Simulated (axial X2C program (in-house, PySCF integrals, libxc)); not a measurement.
# All-electron X2C curves of ZrO⁺

Aim: find the lowest determinant of ZrO⁺, scan the bond at several levels and fit the constants, once spin-free and once with spin–orbit coupling.

The runs use an in-house X2C program for linear molecules on PySCF integrals; all-electron X2C, Zr dyall-cv3z, O dyall-av3z.

All values are calculated.

## (1) Input

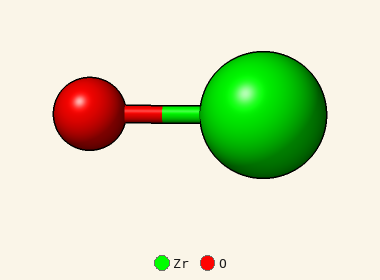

The two atoms at 1.840 Å (zirconium green, oxygen red).

File task.json:

```json
{
 "zs": [
  40,
  8
 ],
 "q": 1,
 "bas": [
  "dyall-cv3z",
  "dyall-av3z"
 ],
 "levels": [
  "PBE0",
  "HF",
  "PBE"
 ],
 "cc": true,
 "r0": 1.84,
 "thr": -1.0,
 "nmax": 90,
 "npts": 10,
 "nst": 2,
 "ntry": 6
}
```

Keys: zs atomic numbers; q charge; bas basis sets; levels methods (HF also brings MP2); cc coupled cluster on or off; r0 starting distance in Å; thr threshold in hartree for freezing inner shells (an s shell follows its p shell); nmax most natural virtual spinors; npts points asked for on the curve; nst determinants followed; ntry starts of the search.

Launch:

```sh
$ python so2c.py task.json out
```

Spin-free means the one-electron spin-free X2C Hamiltonian; two-component (2c) means X2C with spin–orbit coupling and atomic mean-field two-electron Coulomb and Gaunt terms. Basis: Zr dyall-cv3z contracted to [11s12p9d6f3g], O dyall-av3z contracted to [7s6p3d2f]; Gaussian nuclei, density fitting. Masses: Zr 89.905 u, O 15.995 u.

Notation: σ, π±, δ± give the projection m of an orbital's angular momentum (0, ±1, ±2), α and β its spin, Λ and M_S the sums; ω is the projection of a spinor's total angular momentum and Ω the sum. Logs are in hartree.

The results follow Hamiltonian by Hamiltonian and level by level.

## (2) Which state to follow

PBE0 moves the distance from 1.840 Å to 1.676 Å and compares determinants there.

Spin-free determinants:

```tsv
ΔE (eV)	state	open shells
0.00	M_S = 1/2, Λ = 2	beyond closed shells: δ+α
0.41	M_S = 1/2, Λ = 0	beyond closed shells: σα
1.89	M_S = 1/2, Λ = 1	beyond closed shells: π+α
4.21	M_S = 3/2, Λ = 2	beyond closed shells: 2 × σα, δ+α
4.64	M_S = 3/2, Λ = 1	beyond closed shells: σα, π+α, π-α, π-β, δ+α
4.64	M_S = 3/2, Λ = 3	beyond closed shells: σα, π+α, π+β, π-α, δ+α
4.69	M_S = 1/2, Λ = 3	beyond closed shells: σα, π+α, π+β, π-β, δ+α
```

Two-component determinants:

```
ΔE (eV)    state                                        open shells
   0.00  Ω = 3/2                      excess of +ω over −ω: ω = 3/2
   0.09  Ω = 5/2                      excess of +ω over −ω: ω = 5/2
   0.46  Ω = 1/2                      excess of +ω over −ω: ω = 1/2
   4.22  Ω = 1/2        excess of +ω over −ω: 2 × ω = -1/2, ω = 3/2
   4.31  Ω = 7/2         excess of +ω over −ω: 2 × ω = 1/2, ω = 5/2
   4.39  Ω = 3/2   excess of +ω over −ω: ω = 1/2, ω = -3/2, ω = 5/2
   4.49  Ω = 1/2  excess of +ω over −ω: ω = -1/2, ω = -3/2, ω = 5/2
```

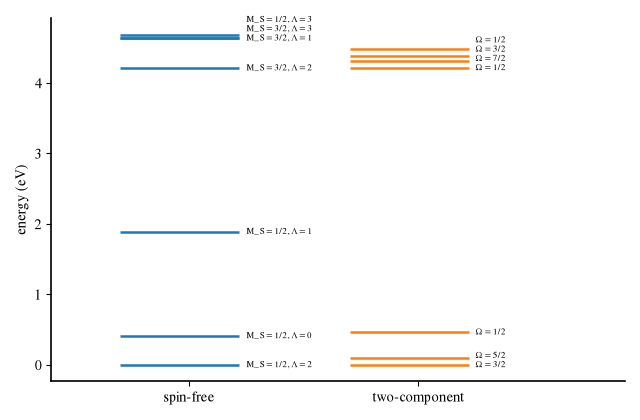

The determinants found, each set from its own lowest.

## (3) PBE0, spin-free

State followed: M_S = 1/2, Λ = 2 (beyond closed shells: δ+α). The scan is laid around 1.676 Å, a first estimate of the minimum, and this SCF restarts from the orbitals of the search.

The SCF at the reference distance of 1.676 Å:

```text
spin-free X2C-1e  PBE0
basis functions 215  fitting functions 1018  grid points 5077
iter        total energy     max residual
   1      -3673.073376320     7.74e-06
   2      -3673.073376320     1.34e-05
converged
one-electron -5262.66481389  Coulomb 1611.79202099  exact exchange -30.29003349  xc functional -92.94677158  nuclear repulsion 101.03622166
```

Along the bond, energies from the lowest point:

```
R (Å)  E (eV)  μ (D)  HOMO (eV)  LUMO (eV)  iterations
1.458  1.7719  -4.27     -10.15      -8.04          12
1.525  0.7558  -4.85     -10.37      -8.21          12
1.575  0.3062  -5.25     -10.53      -8.34          13
1.626  0.0676  -5.62     -10.69      -8.45          13
1.676  0.0000  -5.97     -10.85      -8.56           2
1.735  0.0919  -6.34     -11.03      -8.68          14
1.793  0.3243  -6.67     -11.20      -8.78          14
1.869  0.7718  -7.04     -11.40      -8.91          15
1.961  1.4632  -7.41     -11.62      -9.05          17
2.095  2.5700  -7.55     -11.80      -9.16          20
```

Dipoles are positive if O is the positive end and refer to the centre of mass.

Outer orbitals at the reference distance:

| symmetry | occupied | ε (eV) | atomic character |
| --- | --- | --- | --- |
| σβ | yes | -29.22 | 62% O s, 13% Zr p, 13% Zr d |
| σα | yes | -29.09 | 62% O s, 13% Zr d, 13% Zr p |
| π+β | yes | -15.17 | 70% O p, 22% Zr d, 3% Zr f |
| π-β | yes | -15.17 | 70% O p, 22% Zr d, 3% Zr f |
| π+α | yes | -15.12 | 67% O p, 25% Zr d, 3% Zr f |
| π-α | yes | -15.10 | 68% O p, 25% Zr d, 3% Zr f |
| σβ | yes | -14.87 | 66% O p, 23% Zr d, 4% Zr p |
| σα | yes | -14.85 | 63% O p, 26% Zr d, 4% Zr p |
| δ+α | yes | -10.85 | 97% Zr d |
| σα | no | -8.56 | 64% Zr s, 11% O p, 10% Zr d |
| δ-α | no | -8.03 | 97% Zr d |
| σβ | no | -7.83 | 65% Zr s, 10% O p, 9% Zr p |
| δ-β | no | -7.06 | 97% Zr d |

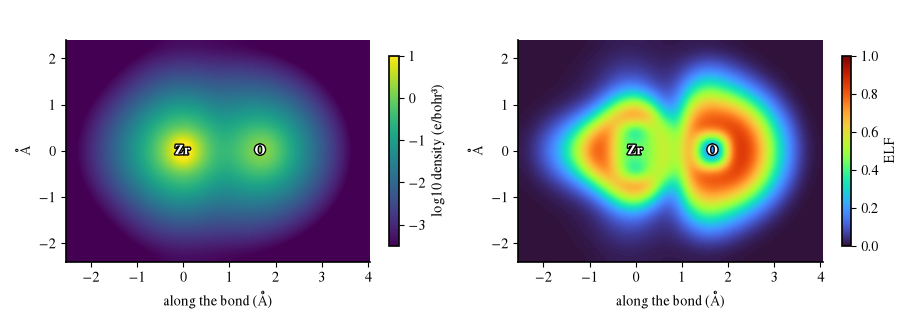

PBE0 fields in a plane through the axis, from a grid of 0.3 Å; Zr lies at z = 0 and O at z = 1.676 Å; the ELF is damped to zero where the density is low.

Re = 1.674 Å, ωe = 1044 cm⁻¹, ωexe = 2.92 cm⁻¹, Be = 0.4431 cm⁻¹, De = 7.41 eV, μ = -5.95 D.

## (4) HF, spin-free

The SCF at the reference distance of 1.676 Å:

```text
spin-free X2C-1e  HF
basis functions 215  fitting functions 1018  grid points 5077
iter        total energy     max residual
   1      -3670.996705216     2.70e-01
   2      -3671.021519766     1.29e-02
   3      -3671.020887656     1.62e-02
   4      -3671.024803099     1.91e-03
   5      -3671.024887136     7.50e-04
   6      -3671.024916543     5.92e-04
   7      -3671.024934818     3.90e-04
   8      -3671.024955752     2.52e-04
   9      -3671.024968207     1.57e-04
  10      -3671.024969786     9.08e-05
  11      -3671.024970153     3.26e-05
  12      -3671.024970228     1.26e-05
  13      -3671.024970237     7.81e-06
  14      -3671.024970242     4.97e-06
  15      -3671.024970243     2.16e-06
converged
one-electron -5261.34249049  Coulomb 1610.51827806  exact exchange -121.23697946  xc functional 0.00000000  nuclear repulsion 101.03622166
```

No constants are quoted: the solution changes its character somewhere along the scan, so the fit is set aside.

## (5) PBE, spin-free

The SCF at the reference distance of 1.676 Å:

```text
spin-free X2C-1e  PBE
basis functions 215  fitting functions 1018  grid points 5077
iter        total energy     max residual
   1      -3673.018087048     9.43e-02
   2      -3673.014157297     1.93e-02
   3      -3672.919945762     7.74e-02
   4      -3673.021420553     4.28e-03
   5      -3673.021827718     7.70e-04
   6      -3673.021838454     3.62e-04
   7      -3673.021840461     1.11e-04
   8      -3673.021840657     2.07e-05
   9      -3673.021840664     5.07e-06
  10      -3673.021840665     2.44e-06
converged
one-electron -5262.74553755  Coulomb 1611.85438162  exact exchange 0.00000000  xc functional -123.16690639  nuclear repulsion 101.03622166
```

Re = 1.695 Å, ωe = 993 cm⁻¹, ωexe = 3.14 cm⁻¹, Be = 0.4319 cm⁻¹, De = 8.16 eV, μ = -5.58 D.

## (6) MP2 and beyond, spin-free

Correlated methods: 9 electrons correlated (frozen shells, counted by type: Zr 4 s, 3 p, 1 d; O 1 s), 309 virtual spinors in MP2, 90 natural virtuals in coupled cluster.

Output of the correlated part at 1.676 Å:

```text
correlated 9  virtual 309  natural virtual 90  E(MP2) -0.341438819  MP2 remainder -0.007286091
iter   CCSD correlation   residual
   1     -0.289755447   2.36e-01
   2     -0.308653238   1.48e-01
   3     -0.311628015   2.47e-02
   4     -0.312121953   1.09e-02
   5     -0.312292560   3.74e-03
   6     -0.312273699   1.60e-03
   7     -0.312257319   7.42e-04
   8     -0.312272257   2.14e-04
   9     -0.312275361   6.33e-05
  10     -0.312273858   2.71e-05
  11     -0.312274647   1.40e-05
  12     -0.312274637   4.71e-06
(T) -0.019816462  T1 0.0391  D1 0.0600  max T2 0.059
```

T1 in the output is the amplitude norm over the root of the electron number; divide by √2 for the Lee–Taylor value.

MP2: No constants are quoted: the reference changes its character somewhere along the scan, so the fit is set aside.

CCSD: No constants are quoted: the reference changes its character somewhere along the scan, so the fit is set aside.

CCSD(T): No constants are quoted: the reference changes its character somewhere along the scan, so the fit is set aside.

## (7) A higher determinant, spin-free

State: M_S = 1/2, Λ = 0 (beyond closed shells: σα).

Output at the reference distance:

```text
spin-free X2C-1e  PBE0
basis functions 215  fitting functions 1018  grid points 5077
iter        total energy     max residual
   1      -3673.058264585     1.92e-05
   2      -3673.058264577     3.62e-05
   3      -3673.058264602     1.11e-05
   4      -3673.058264607     3.68e-06
   5      -3673.058264608     1.70e-06
converged
one-electron -5258.54721413  Coulomb 1607.52842041  exact exchange -30.24819683  xc functional -92.82749572  nuclear repulsion 101.03622166
```

```
R (Å)  E above the lowest PBE0 point (eV)
1.458                               2.112
1.525                               1.103
1.575                               0.669
1.626                               0.453
1.676                               0.411
1.735                               0.535
1.793                               0.800
1.869                               1.287
1.961                               2.019
```

Re = 1.664 Å, ωe = 1074 cm⁻¹, ωexe = 3.06 cm⁻¹, Be = 0.4482 cm⁻¹, μ = -4.33 D. Te = 0.41 eV.

## (8) The spin-free curves together

Energy (eV) of the followed determinant, spin-free, from each level's lowest point:

```
R (Å)   PBE0  HF (jumps)  MP2 (its reference jumps)  CCSD (its reference jumps)  CCSD(T) (its reference jumps)    PBE
1.458  1.772       1.601                      2.287                         n/a                            n/a  2.025
1.525  0.756       0.641                      1.107                       0.910                          1.035  0.928
1.575  0.306       0.230                      0.540                       0.405                          0.492  0.420
1.626  0.068       0.029                      0.189                       0.114                          0.162  0.124
1.676  0.000       0.000                      0.015                       0.000                          0.006  0.000
1.735  0.092       0.139                      0.000                       0.044                          0.000  0.026
1.793  0.324       0.416                      0.197                       0.238                          0.149  0.193
1.869  0.772       0.769                      2.204                       0.675                          0.699  0.556
1.961  1.463       1.012                      3.200                         n/a                            n/a  1.148
2.095  2.570       1.418                      3.976                         n/a                            n/a  2.146
```

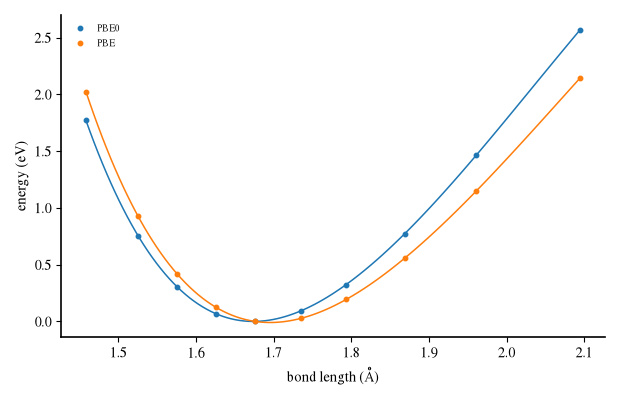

Curves of the followed state, spin-free, each from its own lowest point. Left out: HF, MP2, CCSD, CCSD(T).

## (9) PBE0, 2c

State followed: Ω = 3/2 (excess of +ω over −ω: ω = 3/2). The scan is laid around 1.676 Å, a first estimate of the minimum, and this SCF restarts from the orbitals of the search.

Output at 1.676 Å:

```text
two-component X2C + atomic mean field  PBE0
basis functions 215  fitting functions 1018  grid points 5077
iter        total energy     max residual
   1      -3671.687715651     2.52e-05
   2      -3671.687715672     1.32e-05
   3      -3671.687715676     8.47e-06
   4      -3671.687715678     5.09e-06
   5      -3671.687715680     1.69e-07
converged
one-electron -5259.02454040  Coulomb 1611.08609032  exact exchange -30.27675894  xc functional -92.90680728  nuclear repulsion 101.03622166  atomic mean-field constant -1.60192104
```

Along the bond, energies from the lowest point:

```
R (Å)  E (eV)  μ (D)  HOMO (eV)  LUMO (eV)  iterations
1.458  1.7695  -4.27     -10.19      -8.03          12
1.525  0.7543  -4.84     -10.41      -8.20          12
1.575  0.3054  -5.24     -10.57      -8.33          13
1.626  0.0672  -5.62     -10.73      -8.44          13
1.676  0.0000  -5.96     -10.89      -8.55           5
1.735  0.0922  -6.33     -11.07      -8.67          14
1.793  0.3248  -6.67     -11.24      -8.78          14
1.869  0.7724  -7.04     -11.45      -8.90          15
1.961  1.4638  -7.41     -11.67      -9.04          16
2.095  2.5704  -7.55     -11.85      -9.15          19
```

Dipoles are positive if O is the positive end and refer to the centre of mass.

Outer spinors at the reference distance:

```
   ω  occupied  ε (eV)             atomic character  λ mixture
 1/2       yes  -29.20  62% O s, 13% Zr p, 13% Zr d     100% σ
-1/2       yes  -29.07  62% O s, 13% Zr d, 13% Zr p     100% σ
-1/2       yes  -15.18   70% O p, 22% Zr d, 3% Zr f     100% π
 3/2       yes  -15.15   70% O p, 22% Zr d, 3% Zr f     100% π
 1/2       yes  -15.14   67% O p, 25% Zr d, 3% Zr f     100% π
-3/2       yes  -15.08   68% O p, 25% Zr d, 3% Zr f     100% π
 1/2       yes  -14.86   66% O p, 23% Zr d, 4% Zr p     100% σ
-1/2       yes  -14.85   63% O p, 26% Zr d, 4% Zr p     100% σ
 3/2       yes  -10.89                     97% Zr d     100% δ
-1/2        no   -8.55  64% Zr s, 11% O p, 10% Zr d     100% σ
-5/2        no   -7.98                     97% Zr d     100% δ
 1/2        no   -7.83   65% Zr s, 10% O p, 9% Zr p     100% σ
-3/2        no   -7.10                     97% Zr d     100% δ
```

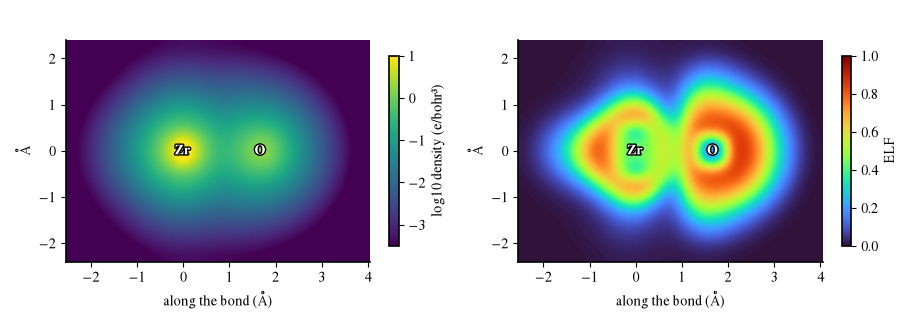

PBE0 fields in a plane through the axis, from a grid of 0.3 Å; Zr lies at z = 0 and O at z = 1.676 Å; the ELF is damped to zero where the density is low.

Re = 1.674 Å, ωe = 1043 cm⁻¹, ωexe = 2.92 cm⁻¹, Be = 0.4432 cm⁻¹, De = 7.41 eV, μ = -5.95 D.

## (10) HF, 2c

Output at 1.676 Å:

```text
two-component X2C + atomic mean field  HF
basis functions 215  fitting functions 1018  grid points 5077
iter        total energy     max residual
   1      -3669.611185235     2.78e-01
   2      -3669.636011157     1.29e-02
   3      -3669.635390187     1.61e-02
   4      -3669.639282112     1.91e-03
   5      -3669.639366012     7.43e-04
   6      -3669.639395298     5.87e-04
   7      -3669.639413526     3.93e-04
   8      -3669.639434463     2.50e-04
   9      -3669.639446870     1.54e-04
  10      -3669.639448422     8.92e-05
  11      -3669.639448781     3.23e-05
  12      -3669.639448855     1.26e-05
  13      -3669.639448864     7.81e-06
  14      -3669.639448869     4.97e-06
  15      -3669.639448870     2.12e-06
converged
one-electron -5257.70526456  Coulomb 1609.81550684  exact exchange -121.18399177  xc functional 0.00000000  nuclear repulsion 101.03622166  atomic mean-field constant -1.60192104
```

No constants are quoted: the solution changes its character somewhere along the scan, so the fit is set aside.

## (11) PBE, 2c

Output at 1.676 Å:

```text
two-component X2C + atomic mean field  PBE
basis functions 215  fitting functions 1018  grid points 5077
iter        total energy     max residual
   1      -3671.632359824     9.69e-02
   2      -3671.628416404     1.94e-02
   3      -3671.534197525     7.74e-02
   4      -3671.635696427     4.30e-03
   5      -3671.636103130     7.73e-04
   6      -3671.636113871     3.61e-04
   7      -3671.636115873     1.11e-04
   8      -3671.636116068     2.06e-05
   9      -3671.636116075     5.11e-06
  10      -3671.636116076     2.45e-06
converged
one-electron -5259.10534767  Coulomb 1611.14848379  exact exchange 0.00000000  xc functional -123.11355281  nuclear repulsion 101.03622166  atomic mean-field constant -1.60192104
```

Re = 1.695 Å, ωe = 993 cm⁻¹, ωexe = 3.14 cm⁻¹, Be = 0.4319 cm⁻¹, De = 8.22 eV, μ = -5.58 D.

## (12) Correlated methods, 2c

Correlated methods: 9 electrons correlated (frozen shells, counted by type: Zr 4 s, 3 p, 1 d; O 1 s), 309 virtual spinors in MP2, 90 natural virtuals in coupled cluster.

Output of the correlated part at 1.676 Å:

```text
correlated 9  virtual 309  natural virtual 90  E(MP2) -0.341350859  MP2 remainder -0.007284016
iter   CCSD correlation   residual
   1     -0.289721297   2.35e-01
   2     -0.308593657   1.47e-01
   3     -0.311565290   2.46e-02
   4     -0.312057954   1.08e-02
   5     -0.312227678   3.72e-03
   6     -0.312208787   1.59e-03
   7     -0.312192695   7.36e-04
   8     -0.312207533   2.13e-04
   9     -0.312210607   6.36e-05
  10     -0.312209109   2.76e-05
  11     -0.312209920   1.45e-05
  12     -0.312209905   5.21e-06
(T) -0.019792996  T1 0.0391  D1 0.0600  max T2 0.058
```

MP2: No constants are quoted: the reference changes its character somewhere along the scan, so the fit is set aside.

CCSD: No constants are quoted: the reference changes its character somewhere along the scan, so the fit is set aside.

CCSD(T): No constants are quoted: the reference changes its character somewhere along the scan, so the fit is set aside.

## (13) A higher determinant, 2c

State: Ω = 5/2 (excess of +ω over −ω: ω = 5/2).

Output at the reference distance:

```text
two-component X2C + atomic mean field  PBE0
basis functions 215  fitting functions 1018  grid points 5077
iter        total energy     max residual
   1      -3671.684284913     1.65e-05
   2      -3671.684284903     2.96e-05
   3      -3671.684284913     1.52e-05
   4      -3671.684284917     7.63e-07
   5      -3671.684284917     2.37e-07
converged
one-electron -5258.95378712  Coulomb 1611.01634094  exact exchange -30.27630495  xc functional -92.90483441  nuclear repulsion 101.03622166  atomic mean-field constant -1.60192104
```

```
R (Å)  E above the lowest PBE0 point (eV)
1.458                               1.858
1.525                               0.844
1.575                               0.396
1.626                               0.159
1.676                               0.093
1.735                               0.187
1.793                               0.421
1.869                               0.870
1.961                               1.562
```

Re = 1.673 Å, ωe = 1044 cm⁻¹, ωexe = 2.92 cm⁻¹, Be = 0.4434 cm⁻¹, μ = -5.93 D. Te = 0.09 eV.

## (14) The 2c curves together

Energy (eV) of the followed determinant, 2c, from each level's lowest point:

```
R (Å)   PBE0  HF (jumps)  MP2 (its reference jumps)  CCSD (its reference jumps)  CCSD(T) (its reference jumps)    PBE
1.458  1.769       1.599                      2.283                         n/a                            n/a  2.023
1.525  0.754       0.640                      1.105                       0.909                          1.033  0.926
1.575  0.305       0.229                      0.538                       0.404                          0.490  0.419
1.626  0.067       0.029                      0.188                       0.114                          0.161  0.124
1.676  0.000       0.000                      0.014                       0.000                          0.005  0.000
1.735  0.092       0.139                      0.000                       0.045                          0.000  0.026
1.793  0.325       0.417                      0.196                       0.239                          0.150  0.194
1.869  0.772       0.769                      2.209                       0.675                          0.699  0.557
1.961  1.464       1.010                      3.201                         n/a                            n/a  1.149
2.095  2.570       1.412                      3.971                         n/a                            n/a  2.146
```

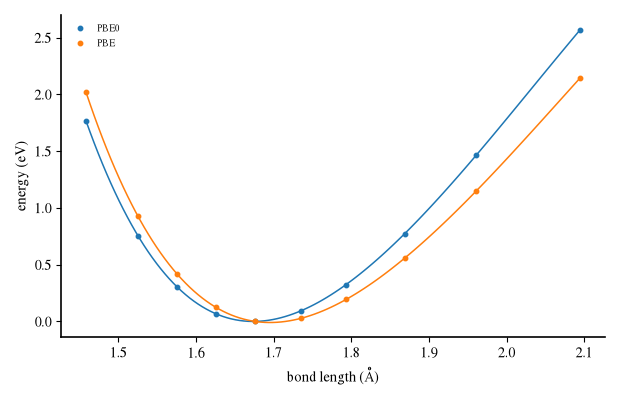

Curves of the followed state, 2c, each from its own lowest point. Left out: HF, MP2, CCSD, CCSD(T).

The whole job took 6.4 min on 1 thread of Intel Xeon Platinum 8175M at 2.50GHz (Skylake/Cascade Lake), shared host; peak memory 0.63 GiB.

## (15) What came out

Lowest determinant that the search found at its distance, spin-free: M_S = 1/2, Λ = 2 (beyond closed shells: δ+α).

Lowest determinant that the search found at its distance, 2c: Ω = 3/2 (excess of +ω over −ω: ω = 3/2).

| Hamiltonian | level | Re (Å) | ωe (cm⁻¹) | De (eV) | μ (D) |
| --- | --- | --- | --- | --- | --- |
| spin-free | PBE0 | 1.674 | 1044 | 7.41 | -5.95 |
| spin-free | PBE | 1.695 | 993 | 8.16 | -5.58 |
| 2c | PBE0 | 1.674 | 1043 | 7.41 | -5.95 |
| 2c | PBE | 1.695 | 993 | 8.22 | -5.58 |

Dipoles are positive if O is the positive end and refer to the centre of mass. No constants: spin-free HF (the solution changes its character somewhere along the scan, so the fit is set aside); spin-free MP2 (the reference changes its character somewhere along the scan, so the fit is set aside); spin-free CCSD (the reference changes its character somewhere along the scan, so the fit is set aside); spin-free CCSD(T) (the reference changes its character somewhere along the scan, so the fit is set aside); 2c HF (the solution changes its character somewhere along the scan, so the fit is set aside); 2c MP2 (the reference changes its character somewhere along the scan, so the fit is set aside); 2c CCSD (the reference changes its character somewhere along the scan, so the fit is set aside); 2c CCSD(T) (the reference changes its character somewhere along the scan, so the fit is set aside).

Time per point (s) on 1 thread of Intel Xeon Platinum 8175M at 2.50GHz (Skylake/Cascade Lake), shared host (2c runs); the times are rough: PBE0 1.9, PBE 0.98.

At PBE0, going from spin-free to two-component changes Re by 0 mÅ, ωe by 0.0 %, which is small (part of it comes from the scalar share of the two-electron terms). De moves by 0.00 eV; both De rest on single-determinant atoms, which can miss part of an open shell's spin–orbit lowering.

De refers to Zr+ + O, each in the lowest determinant found, which need not be this curve's own limit. The state is a single determinant with fixed occupations, the lowest that a limited PBE0 search found. Dissociation energies refer to the lowest single-determinant-based atoms at the same level and basis. Density functionals use the spin component along the axis (collinear). At some level an empty orbital lies below a filled one.
